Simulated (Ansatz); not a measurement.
# C2H6Cl2InN: basis-set convergence

Aim: see how fast density functionals converge with the basis set for C2H6Cl2InN.

Method: one geometry, several basis sets; program: Ansatz 0.2.0, Gaussian basis.

Levels to be run: PBE0-D4/def2-SVP; ωB97M-V/def2-SVP; PBE0-D4/def2-QZVPP; ωB97M-V/def2-QZVPP; the functionals' def2-TZVPP values are taken from earlier runs.

**1. The relaxed structure**

An earlier PBE0-D4 in a triple-zeta def2 set relaxation fixed the geometry. In takes the def2 core potential; no spin-orbit term is included.

SMILES `C[N](C)[In]([Cl])[Cl]`, 12 atoms, charge 0, spin multiplicity 1.

Atoms are counted from 1 here; the program's logs count them from 0.

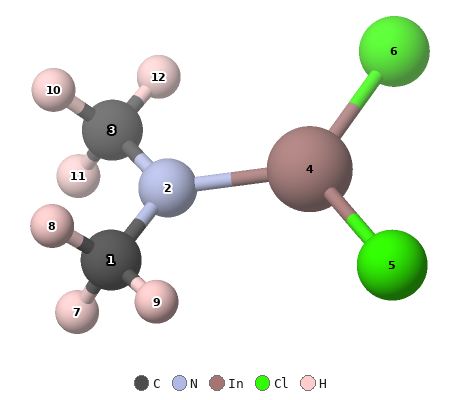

The structure; carbon dark grey, nitrogen light blue, indium brown, chlorine green, hydrogen pink; atoms are numbered from 1 in the order of the file.

**2. PBE0-D4 in def2-SVP**

Input file in.yaml:

```yaml
crystal:
  periodic: [false, false, false]
  atoms:
    - {symbol: C, position_ang: [0.600572, -0.420664, -1.278369]}
    - {symbol: N, position_ang: [0.042803, -0.040855, -0.005437]}
    - {symbol: C, position_ang: [0.679880, -0.661958, 1.127731]}
    - {symbol: In, position_ang: [-1.463967, 1.237746, 0.172312]}
    - {symbol: Cl, position_ang: [-2.416242, 2.187196, -1.703851]}
    - {symbol: Cl, position_ang: [-2.287673, 1.788633, 2.257077]}
    - {symbol: H, position_ang: [0.522283, -1.505319, -1.441376]}
    - {symbol: H, position_ang: [1.665624, -0.155024, -1.344380]}
    - {symbol: H, position_ang: [0.082668, 0.076800, -2.101098]}
    - {symbol: H, position_ang: [1.748558, -0.407247, 1.175837]}
    - {symbol: H, position_ang: [0.605834, -1.757908, 1.076814]}
    - {symbol: H, position_ang: [0.219660, -0.341400, 2.064750]}
basis:
  gaussian: {orbitals: def2-SVP}
hamiltonian: {xc: pbe0, dispersion: d4}
output: {orbitals: {seedname: orbitals}}
```

Started as:

```sh
ansatz run in.yaml --threads 2 --pin off --events-out ev --progress --plain --max-ram 22528MiB --backend cpu
```

Further steps of the session: ωB97M-V in def2-SVP; PBE0-D4 in def2-QZVPP; ωB97M-V in def2-QZVPP.

**Question.** What will the summary of the whole plan be? Wanted: PBE0-D4: double and triple zeta above quadruple; ωB97M-V: double and triple zeta above quadruple.

The runs gave:

```
                                       quantity           value
PBE0-D4: double and triple zeta above quadruple  13.96, 0.99 eV
ωB97M-V: double and triple zeta above quadruple  14.03, 0.96 eV
```

In words: PBE0-D4 gains 12.97 eV from double to triple zeta, then 0.99 eV more. These are total energies; as a rule much of such shifts cancels in differences, which this series doesn't test.
